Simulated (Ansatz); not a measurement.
# KTaO3: pressure series

The reference is KTaO$_{3}$ in the cubic perovskite structure (space group Pm-3m, No. 221; a = 3.9901 Å).

Cell and atoms are relaxed at each pressure.

Method: r2SCAN/PAW in Ansatz (a quantum-chemistry and plane-wave program), no SOC.

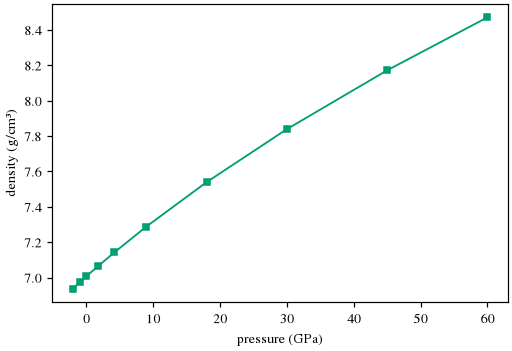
Figure: Density against pressure

| pressure (GPa) | density |
|---|---|
| -2 | 6.94 g/cm³ |
| -1 | 6.97 g/cm³ |
| 1.8 | 7.07 g/cm³ |
| 4.2 | 7.14 g/cm³ |
| 9 | 7.29 g/cm³ |
| 18 | 7.54 g/cm³ |
| 30 | 7.84 g/cm³ |
| 45 | 8.17 g/cm³ |
| 60 | 8.47 g/cm³ |

Load acts through the strain it causes; cell and atoms are relaxed under it. Whether these cells are dynamically stable was not tested. No other phases were tried under pressure.
